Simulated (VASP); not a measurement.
# Ga: cell size against the level of theory, part 2 of 3

Aim: relax Ga at several levels and hold each cell against experiment. The start is a cell from a database of measured crystal structures.

VASP 6.6.1, plane waves and PAW; the level of theory is named at each step.

So far. Step 2 (Relaxation with LDA): It ends with a largest force of 0.006 eV/Å and a pressure of 0.06 GPa. The volume lies -5.9 % from that of the database's start, which holds the thermal and zero-point expansion of its experiment. LDA is known to overbind. The conventional cell has a = 4.362, b = 7.496 and c = 4.482 Å.

### 3. Relaxation with PBEsol

This step: PBEsol; plane waves and PAW (Ga_d) (VASP 6.6.1).

PBEsol restores the gradient expansion of exchange and is tuned for the cells of solids.

Contents of INCAR:

```
SYSTEM = Ga
PREC = Accurate
ENCUT = 520
EDIFF = 1E-06
NELM = 100
ISMEAR = -1
SIGMA = 0.05
LREAL = .FALSE.
ALGO = Normal
GGA = PS
NBANDS = 32
LORBIT = 11
LWAVE = .FALSE.
LCHARG = .FALSE.
KPAR = 4
IBRION = 2
NSW = 60
ISIF = 3
EDIFFG = -0.01
```

Contents of POSCAR:

```
Ga
1.0
    2.2553500000     -3.8224000000      0.0000000000
    2.2553500000      3.8224000000      0.0000000000
    0.0000000000      0.0000000000      4.5167000000
Ga
4
Direct
    0.8475000000      0.1525000000      0.9215000000
    0.3475000000      0.6525000000      0.5785000000
    0.1525000000      0.8475000000      0.0785000000
    0.6525000000      0.3475000000      0.4215000000
```

Contents of KPOINTS:

```
Automatic mesh
0
Gamma
7 7 6
0 0 0
```

PAW data sets: Ga_d (PBE family, release 64).

Run with:

```
$ mpirun -np 4 vasp_std
```

Log:

```text
[banner, memory and clock lines left out]
running    4 mpi-ranks, on    1 nodes
 distrk:  each k-point on    1 cores,    4 groups
 distr:  one band on    1 cores,    1 groups

 POSCAR found type information on POSCAR Ga
 POSCAR found :  1 types and       4 ions
 [... a notice as in an earlier step ...]

 LDA part: xc-table for (Slater+PW92), standard interpolation
 POSCAR, INCAR and KPOINTS ok, starting setup
 FFT: planning ... GRIDC
 FFT: planning ... GRID_SOFT
 FFT: planning ... GRID
 WAVECAR not read
 entering main loop
       N       E                     dE             d eps       ncg     rms          rms(c)
DAV:   1     0.349716033343E+03    0.34972E+03   -0.26102E+04  4168   0.308E+03
DAV:   2     0.266097292341E+02   -0.32311E+03   -0.31718E+03  4280   0.552E+02
DAV:   3    -0.124646396717E+02   -0.39074E+02   -0.38714E+02  4728   0.150E+02
DAV:   4    -0.135443200498E+02   -0.10797E+01   -0.10769E+01  4624   0.294E+01
DAV:   5    -0.135674838077E+02   -0.23164E-01   -0.23162E-01  5016   0.435E+00    0.273E+00
DAV:   6    -0.134070318114E+02    0.16045E+00   -0.33961E-01  5000   0.827E+00    0.142E+00
DAV:   7    -0.133720619828E+02    0.34970E-01   -0.81147E-02  5784   0.313E+00    0.354E-01
DAV:   8    -0.133688335897E+02    0.32284E-02   -0.17215E-02  4632   0.148E+00    0.486E-02
DAV:   9    -0.133689217693E+02   -0.88180E-04   -0.11759E-03  4824   0.395E-01    0.271E-02
DAV:  10    -0.133689165762E+02    0.51931E-05   -0.25608E-04  4752   0.193E-01    0.579E-03
DAV:  11    -0.133689190931E+02   -0.25168E-05   -0.46055E-05  4792   0.853E-02    0.639E-03
DAV:  12    -0.133689174023E+02    0.16908E-05   -0.16839E-05  4840   0.534E-02    0.768E-04
DAV:  13    -0.133689175030E+02   -0.10076E-06   -0.12615E-06  3160   0.964E-03
   1 F= -.13368918E+02 E0= -.13364725E+02  d E =-.133689E+02
 curvature:   0.00 expect dE= 0.000E+00 dE for cont linesearch  0.000E+00
 trial: gam= 0.00000 g(F)=  0.357E-01 g(S)=  0.255E-01 ort = 0.000E+00 (trialstep = 0.100E+01)
 search vector abs. value=  0.612E-01
 bond charge predicted
       N       E                     dE             d eps       ncg     rms          rms(c)
DAV:   1    -0.136771624701E+02   -0.30825E+00   -0.10938E+01  5192   0.280E+01    0.339E+00
DAV:   2    -0.134691639627E+02    0.20800E+00   -0.98479E-01  4792   0.131E+01    0.158E+00
DAV:   3    -0.134036500883E+02    0.65514E-01   -0.10995E-01  6424   0.334E+00    0.426E-01
DAV:   4    -0.133987355084E+02    0.49146E-02   -0.23048E-02  4304   0.128E+00    0.838E-02
DAV:   5    -0.133985524362E+02    0.18307E-03   -0.22076E-03  4992   0.444E-01    0.254E-02
DAV:   6    -0.133985538502E+02   -0.14140E-05   -0.16776E-04  4880   0.133E-01    0.798E-03
DAV:   7    -0.133985525399E+02    0.13104E-05   -0.18631E-05  4912   0.473E-02    0.294E-03
DAV:   8    -0.133985524436E+02    0.96290E-07   -0.20192E-06  2920   0.145E-02
   2 F= -.13398552E+02 E0= -.13394847E+02  d E =-.296349E-01
[... from here on, the cycles between the ionic steps are left out ...]
   3 F= -.13398579E+02 E0= -.13394859E+02  d E =-.296610E-01
   4 F= -.13401189E+02 E0= -.13397865E+02  d E =-.261078E-02
   5 F= -.13402567E+02 E0= -.13399831E+02  d E =-.398799E-02
   6 F= -.13402625E+02 E0= -.13399775E+02  d E =-.404683E-02
   7 F= -.13403503E+02 E0= -.13400801E+02  d E =-.878046E-03
   8 F= -.13403503E+02 E0= -.13400793E+02  d E =-.877496E-03
   9 F= -.13403504E+02 E0= -.13400797E+02  d E =-.878705E-03
  10 F= -.13403678E+02 E0= -.13400984E+02  d E =-.173801E-03
  11 F= -.13403829E+02 E0= -.13401162E+02  d E =-.324566E-03
  12 F= -.13403833E+02 E0= -.13401160E+02  d E =-.329310E-03
  13 F= -.13403941E+02 E0= -.13401272E+02  d E =-.107622E-03
  14 F= -.13403990E+02 E0= -.13401324E+02  d E =-.156248E-03
  15 F= -.13404039E+02 E0= -.13401373E+02  d E =-.497761E-04
 trial-energy change:   -0.000050  1 .order   -0.000057   -0.000068   -0.000045
 step:   2.9900(harm=  2.9900)  dis= 0.00261  next Energy=   -13.404092 (dE=-0.102E-03)
 bond charge predicted
       N       E                     dE             d eps       ncg     rms          rms(c)
DAV:   1    -0.134045018670E+02   -0.46226E-03   -0.66442E-02  4896   0.167E+00    0.151E-01
DAV:   2    -0.134042466208E+02    0.25525E-03   -0.23134E-03  5344   0.596E-01    0.856E-02
DAV:   3    -0.134040632821E+02    0.18334E-03   -0.44308E-04  5736   0.221E-01    0.112E-02
DAV:   4    -0.134040743318E+02   -0.11050E-04   -0.13533E-04  4192   0.116E-01    0.655E-03
DAV:   5    -0.134040735826E+02    0.74925E-06   -0.64779E-06  4632   0.234E-02
  16 F= -.13404074E+02 E0= -.13401409E+02  d E =-.839651E-04
 curvature:  -2.36 expect dE=-0.312E-04 dE for cont linesearch -0.191E-05
 trial: gam= 0.16396 g(F)=  0.514E-06 g(S)=  0.127E-04 ort = 0.935E-05 (trialstep = 0.140E+01)
 search vector abs. value=  0.192E-04
 reached required accuracy - stopping structural energy minimisation
```

Run time: 5.6 min. Hardware: 4 MPI ranks of AMD EPYC 7R43, shared host; peak memory 1 GiB; 22 min of CPU time.

Parts of OUTCAR (step 3):

```text
 Found     64 irreducible k-points:

   NELECT =      52.0000    total number of electrons

 E-fermi :   5.1893

 k-point     1 :       0.0000    0.0000    0.0000
  band No.  band energies     occupation
    ...
     22       0.7791      2.00000
     23       1.1754      2.00000
     24       3.4412      2.00000
     25       3.6822      2.00000
     26       4.3232      2.00000
     27       6.0930      0.00000
     28       6.1188      0.00000
     29       6.2701      0.00000
     30      10.3975      0.00000
     31      10.5393      0.00000
    ...

 k-point     2 :       0.1429    0.0000    0.0000
  band No.  band energies     occupation
    ...
     22       0.6753      2.00000
     23       1.3117      2.00000
     24       1.5188      2.00000
     25       3.8039      2.00000
     26       4.6376      1.99997
     27       5.7902      0.00001
     28       6.9638      0.00000
     29       8.2720      0.00000
     30       9.0644      0.00000
     31       9.4612      0.00000
    ...

  Total        0.0209828      0.0143950      0.0202158      0.0000000      0.0000000      0.0000000
  in kB        0.4410511      0.3025767      0.4249290      0.0000000      0.0000000      0.0000000
  external PRESSURE =       0.3895189 kB  Pullay stress =       0.0000000 kB

  energy-cutoff  :      520.00
  volume of cell :       76.22
      direct lattice vectors                 reciprocal lattice vectors
     2.210454866 -3.801595666 -0.000000000     0.226197787 -0.131523719  0.000000000
     2.210454866  3.801595666  0.000000000     0.226197787  0.131523719 -0.000000000
     0.000000000  0.000000000  4.535326092     0.000000000 -0.000000000  0.220491312

 POSITION                                       TOTAL-FORCE (eV/Angst)
 -----------------------------------------------------------------------------------
      2.21045     -2.61897      4.15701         0.000000     -0.000777     -0.001435
      2.21045      1.18263      2.64597         0.000000     -0.000777      0.001435
      2.21045      2.61897      0.37831         0.000000      0.000777      0.001435
      2.21045     -1.18263      1.88935         0.000000      0.000777     -0.001435
 -----------------------------------------------------------------------------------
    total drift:                                0.000000      0.000000     -0.000000

  FREE ENERGIE OF THE ION-ELECTRON SYSTEM (eV)
  ---------------------------------------------------
  free  energy   TOTEN  =       -13.4040735826 eV

  energy  without entropy=      -13.3987439794  energy(sigma->0) =      -13.40140878

 total charge
# of ion       s       p       d       tot
------------------------------------------
    1        0.950   0.736   9.961  11.646
    2        0.950   0.736   9.961  11.646
    3        0.950   0.736   9.961  11.646
    4        0.950   0.736   9.961  11.646
--------------------------------------------------
tot          3.800   2.942  39.842  46.584

[... 9 parts as in an earlier step ...]

[... 5 further parts left out ...]
```

CONTCAR:

```
Ga
   1.00000000000000
     2.2104548664659585   -3.8015956662891708   -0.0000000000000000
     2.2104548664659585    3.8015956662891708    0.0000000000000000
     0.0000000000000000    0.0000000000000000    4.5353260915199733
  Ga
     4
Direct
     0.8444566939972474    0.1555433060027526    0.9165855567452427
     0.3444566939972474    0.6555433060027526    0.5834144432547573
     0.1555433060027526    0.8444566939972474    0.0834144432547573
     0.6555433060027526    0.3444566939972474    0.4165855567452427
```

The PAW data sets were made with PBE, which is usual practice but a small mismatch for other functionals.

The steps of the relaxation:

| step | energy less that of the first step (eV) | largest force (eV/Å) | pressure (GPa) | volume (Å³) |
| --- | --- | --- | --- | --- |
| 1 | 0.0000 | 0.4301 | -1.14 | 77.88 |
| 2 | -0.0296 | 0.0237 | -0.04 | 76.31 |
| 3 | -0.0297 | 0.0328 | -0.14 | 76.36 |
| 4 | -0.0323 | 0.0315 | 0.07 | 76.11 |
| 5 | -0.0336 | 0.0340 | 0.42 | 75.69 |
| 6 | -0.0337 | 0.0339 | 0.35 | 75.78 |
| 7 | -0.0346 | 0.0254 | -0.07 | 76.22 |
| 8 | -0.0346 | 0.0263 | -0.01 | 76.19 |
| 9 | -0.0346 | 0.0254 | -0.04 | 76.21 |
| 10 | -0.0348 | 0.0208 | -0.06 | 76.18 |
| 11 | -0.0349 | 0.0110 | 0.10 | 76.13 |
| 12 | -0.0349 | 0.0137 | 0.03 | 76.14 |
| 13 | -0.0350 | 0.0078 | 0.02 | 76.16 |
| 14 | -0.0351 | 0.0169 | 0.01 | 76.18 |
| 15 | -0.0351 | 0.0109 | 0.00 | 76.19 |
| 16 | -0.0352 | 0.0016 | 0.04 | 76.22 |

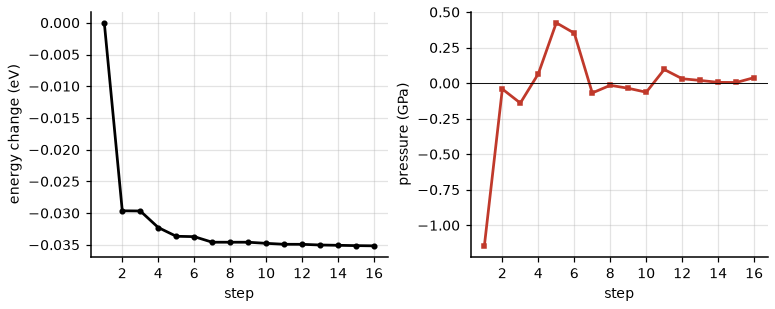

Energy and pressure along the relaxation.

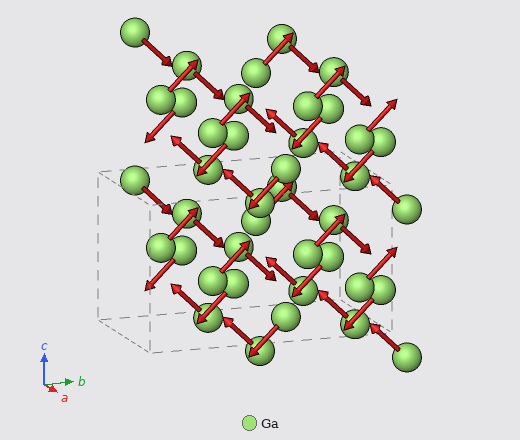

Displacements in the relaxation, exaggerated, measured against the changing cell; the longest in the cell stands for 0.03 Å. 2×1×2 conventional cells are drawn. Some periodic images of atoms are drawn too.

```
conventional cell, symmetrised  before  after  change
                         a (Å)   4.511  4.421  -2.0 %
                         b (Å)   7.645  7.603  -0.5 %
                         c (Å)   4.517  4.535  +0.4 %
              volume (Å³/atom)   19.47  19.06  -2.1 %
```

The atoms that moved most (Å, as changes of fractional coordinates times the final cell):

| atom | dx | dy | dz | length |
| --- | --- | --- | --- | --- |
| Ga3 | 0.000 | -0.023 | 0.022 | 0.032 |
| Ga1 | 0.000 | 0.023 | -0.022 | 0.032 |
| Ga4 | 0.000 | -0.023 | -0.022 | 0.032 |
| Ga2 | 0.000 | 0.023 | 0.022 | 0.032 |

The relaxed structure:

```cif
data_structure
_symmetry_space_group_name_H-M 'P 1'
_symmetry_Int_Tables_number 1
_cell_length_a 4.3975
_cell_length_b 4.3975
_cell_length_c 4.5353
_cell_angle_alpha 90.000
_cell_angle_beta 90.000
_cell_angle_gamma 119.648
_cell_volume 76.22
loop_
_atom_site_label
_atom_site_type_symbol
_atom_site_fract_x
_atom_site_fract_y
_atom_site_fract_z
_atom_site_occupancy
Ga1 Ga 0.84446 0.15554 0.91659 1
Ga2 Ga 0.34446 0.65554 0.58341 1
Ga3 Ga 0.15554 0.84446 0.08341 1
Ga4 Ga 0.65554 0.34446 0.41659 1
```

Numbers from this step:

```yaml
free_energy_toten: -13.40 eV
energy_at_zero_smearing: -13.40 eV
fermi_energy: 5.189 eV
pressure: 0.03895 GPa
scf_cycles_over_all_ionic_steps: 97
```

It ends at 19.06 Å³/atom, -2.1 % from the start, with 0.04 GPa left. The conventional cell has a = 4.421, b = 7.603 and c = 4.535 Å.

### 4. Relaxation with PBE

This step: PBE; plane waves and PAW (Ga_d) (VASP 6.6.1).

PBE, the usual starting point, adds the gradient of the density.

Changes to INCAR since step 3:

```diff
@@ -9,3 +9,3 @@
 ALGO = Normal
-GGA = PS
+GGA = PE
 NBANDS = 32
```

POSCAR is that of step 3.

KPOINTS is that of step 3.

Run with:

```
$ mpirun -np 4 vasp_std
```

Log:

```text
[banner, memory and clock lines left out]
running    4 mpi-ranks, on    1 nodes
[...]
LDA part: xc-table for (Slater+PW92), standard interpolation
 POSCAR, INCAR and KPOINTS ok, starting setup
[...]
entering main loop
       N       E                     dE             d eps       ncg     rms          rms(c)
DAV:   1     0.352082455005E+03    0.35208E+03   -0.26156E+04  4168   0.309E+03
DAV:   2     0.285789070421E+02   -0.32350E+03   -0.31760E+03  4256   0.555E+02
DAV:   3    -0.105736497654E+02   -0.39153E+02   -0.38786E+02  4768   0.150E+02
DAV:   4    -0.116435522361E+02   -0.10699E+01   -0.10671E+01  4584   0.292E+01
[...]
DAV:  11    -0.115669816768E+02   -0.37163E-05   -0.38327E-05  4784   0.720E-02    0.557E-03
DAV:  12    -0.115669808378E+02    0.83895E-06   -0.15140E-05  4856   0.485E-02    0.103E-03
DAV:  13    -0.115669808419E+02   -0.40836E-08   -0.12568E-06  3064   0.112E-02
   1 F= -.11566981E+02 E0= -.11562860E+02  d E =-.115670E+02
[... from here on, the cycles between the ionic steps are left out ...]
   2 F= -.11615941E+02 E0= -.11611228E+02  d E =-.489601E-01
   3 F= -.11615957E+02 E0= -.11611243E+02  d E =-.489762E-01
   4 F= -.11617638E+02 E0= -.11613123E+02  d E =-.168116E-02
   5 F= -.11617824E+02 E0= -.11613363E+02  d E =-.186690E-02
   6 F= -.11617887E+02 E0= -.11613535E+02  d E =-.192957E-02
   7 F= -.11617911E+02 E0= -.11613518E+02  d E =-.195423E-02
   8 F= -.11617907E+02 E0= -.11613534E+02  d E =-.195043E-02
   9 F= -.11618949E+02 E0= -.11614956E+02  d E =-.104127E-02
  10 F= -.11619057E+02 E0= -.11615175E+02  d E =-.115001E-02
  11 F= -.11618947E+02 E0= -.11615267E+02  d E =-.103958E-02
  12 F= -.11619071E+02 E0= -.11615239E+02  d E =-.116398E-02
  13 F= -.11619266E+02 E0= -.11615450E+02  d E =-.194224E-03
  14 F= -.11619267E+02 E0= -.11615449E+02  d E =-.195465E-03
[...]
reached required accuracy - stopping structural energy minimisation
```

Wall time 5.1 min (4 MPI ranks); peak memory 1 GiB.

OUTCAR, selected parts (step 4):

```text
  Total       -0.0351682     -0.0329624     -0.0348117      0.0000000      0.0000000      0.0000000
  in kB       -0.6916440     -0.6482615     -0.6846310      0.0000000      0.0000000      0.0000000
  external PRESSURE =      -0.6748455 kB  Pullay stress =       0.0000000 kB

 POSITION                                       TOTAL-FORCE (eV/Angst)
 -----------------------------------------------------------------------------------
      2.26039     -2.68027      4.25633         0.000000     -0.006045     -0.007756
      2.26039      1.21385      2.68507         0.000000     -0.006045      0.007756
      2.26039      2.68027      0.37127         0.000000      0.006045      0.007756
      2.26039     -1.21385      1.94253         0.000000      0.006045     -0.007756
 -----------------------------------------------------------------------------------
    total drift:                                0.000000     -0.000000      0.000000

  FREE ENERGIE OF THE ION-ELECTRON SYSTEM (eV)
  ---------------------------------------------------
  free  energy   TOTEN  =       -11.6192669065 eV

  energy  without entropy=      -11.6116320190  energy(sigma->0) =      -11.61544946

[... 2 parts as in an earlier step ...]

[... 2 further parts left out ...]
[key lines of the parts left out:]
E-fermi :   4.7521
```

The steps of the relaxation:

```csv
step,energy less that of the first step (eV),largest force (eV/Å),pressure (GPa),volume (Å³)
1,0.0000,0.4429,2.45,77.88
2,-0.0490,0.0011,0.11,81.27
3,-0.0490,0.0073,0.26,81.21
4,-0.0507,0.0288,-0.22,81.60
5,-0.0508,0.0355,-0.17,81.70
6,-0.0509,0.0475,-0.29,81.90
7,-0.0509,0.0440,-0.14,81.82
8,-0.0509,0.0456,-0.30,81.85
9,-0.0520,0.0299,-0.10,81.62
10,-0.0521,0.0259,-0.10,81.55
11,-0.0520,0.0184,-0.01,81.41
12,-0.0521,0.0250,-0.02,81.52
13,-0.0523,0.0109,-0.03,81.46
14,-0.0523,0.0098,-0.07,81.47
```

```csv
"conventional cell, symmetrised",before,after,change
a (Å),4.511,4.521,+0.2 %
b (Å),7.645,7.788,+1.9 %
c (Å),4.517,4.628,+2.5 %
volume (Å³/atom),19.47,20.37,+4.6 %
```

The atoms that moved most (Å, as changes of fractional coordinates times the final cell):

```csv
atom,dx,dy,dz,length
Ga3,0.000,-0.026,0.008,0.027
Ga1,0.000,0.026,-0.008,0.027
Ga4,0.000,-0.026,-0.008,0.027
Ga2,0.000,0.026,0.008,0.027
```

Final coordinates:

```xyz
4
Lattice="2.2604 -3.8941 0.0000 2.2604 3.8941 0.0000 0.0000 0.0000 4.6276" Properties=species:S:1:pos:R:3 pbc="T T T"
Ga    2.2604   -2.6803    4.2563
Ga    2.2604    1.2139    2.6851
Ga    2.2604    2.6803    0.3713
Ga    2.2604   -1.2139    1.9425
```

It ends at 20.37 Å³/atom, +4.6 % from the start, with -0.07 GPa left. The conventional cell has a = 4.521, b = 7.788 and c = 4.628 Å.

### 5. Relaxation with r2SCAN

This step: r2SCAN; plane waves and PAW (Ga_d) (VASP 6.6.1).

r2SCAN adds the kinetic-energy density, costs more than a GGA and is run with LASPH.

Changes to INCAR since step 4:

```diff
@@ -9,3 +9,4 @@
 ALGO = Normal
-GGA = PE
+METAGGA = R2SCAN
+LASPH = .TRUE.
 NBANDS = 32
```

POSCAR is that of step 4.

KPOINTS is that of step 4.

Run with:

```
$ mpirun -np 4 vasp_std
```

Log:

```text
[banner, memory and clock lines left out]
running    4 mpi-ranks, on    1 nodes
[...]
[... a notice as in an earlier step ...]

 LDA part: xc-table for (None), standard interpolation
 POSCAR, INCAR and KPOINTS ok, starting setup
[...]
entering main loop
       N       E                     dE             d eps       ncg     rms          rms(c)
DAV:   1     0.322388542341E+03    0.32239E+03   -0.26921E+04  4168   0.318E+03
DAV:   2    -0.880040990493E+01   -0.33119E+03   -0.32510E+03  4224   0.571E+02
DAV:   3    -0.494232094245E+02   -0.40623E+02   -0.40241E+02  4760   0.154E+02
DAV:   4    -0.505405421044E+02   -0.11173E+01   -0.11146E+01  4608   0.300E+01
[...]
DAV:  12    -0.457311467139E+02    0.97486E-05   -0.74313E-05  5216   0.107E-01    0.300E-03
DAV:  13    -0.457311443703E+02    0.23436E-05   -0.71756E-06  4344   0.268E-02    0.125E-03
DAV:  14    -0.457311451526E+02   -0.78225E-06   -0.43544E-07  2520   0.820E-03
   1 F= -.45731145E+02 E0= -.45728013E+02  d E =-.457311E+02
[... from here on, the cycles between the ionic steps are left out ...]
   2 F= -.45763849E+02 E0= -.45761480E+02  d E =-.327035E-01
   3 F= -.45763847E+02 E0= -.45761477E+02  d E =-.327016E-01
   4 F= -.45769056E+02 E0= -.45766775E+02  d E =-.520905E-02
   5 F= -.45769946E+02 E0= -.45767674E+02  d E =-.609887E-02
   6 F= -.45769975E+02 E0= -.45767707E+02  d E =-.612816E-02
   7 F= -.45770738E+02 E0= -.45768475E+02  d E =-.762754E-03
   8 F= -.45770723E+02 E0= -.45768462E+02  d E =-.748392E-03
   9 F= -.45770735E+02 E0= -.45768473E+02  d E =-.759894E-03
  10 F= -.45771058E+02 E0= -.45768791E+02  d E =-.323468E-03
  11 F= -.45771346E+02 E0= -.45769074E+02  d E =-.611328E-03
  12 F= -.45771589E+02 E0= -.45769306E+02  d E =-.853767E-03
  13 F= -.45771792E+02 E0= -.45769516E+02  d E =-.202990E-03
  14 F= -.45772149E+02 E0= -.45769895E+02  d E =-.560202E-03
  15 F= -.45772160E+02 E0= -.45769910E+02  d E =-.571126E-03
  16 F= -.45772226E+02 E0= -.45769995E+02  d E =-.662213E-04
[...]
hard stop encountered!  aborting job ...
[...]
|     The electronic self-consistency was not achieved in the given           |
[...]
soft stop encountered!  aborting job ...
  17 F= -.45772275E+02 E0= -.45770091E+02  d E =-.436618E-02
 deleting file STOPCAR
```

Wall time 30 min (4 MPI ranks); peak memory 1.1 GiB; 2 h of CPU time.

The run was stopped at its time limit, by a STOPCAR file.

By then 16 ionic steps had been finished.

More ranks or a longer limit would be the way on, or going on from the last geometry.

(Part 2 of 3 ends here.)

[Lines on the potential files, build, host, timing and source positions are cut from VASP's logs without a mark.]

[Logs are printed without paths, hosts, clocks, repeated set-up lines and the standing remarks that a program may print on its own settings, such as how far it seeks lower states.]

[Hosts, paths, dates, database ids (printed as entryN), source tags and the programs' standing remarks are cut or masked in the printed files.]

[Measured values are set beside computed ones only where the two were judged alike; some that the calculation misses by far are left out.]
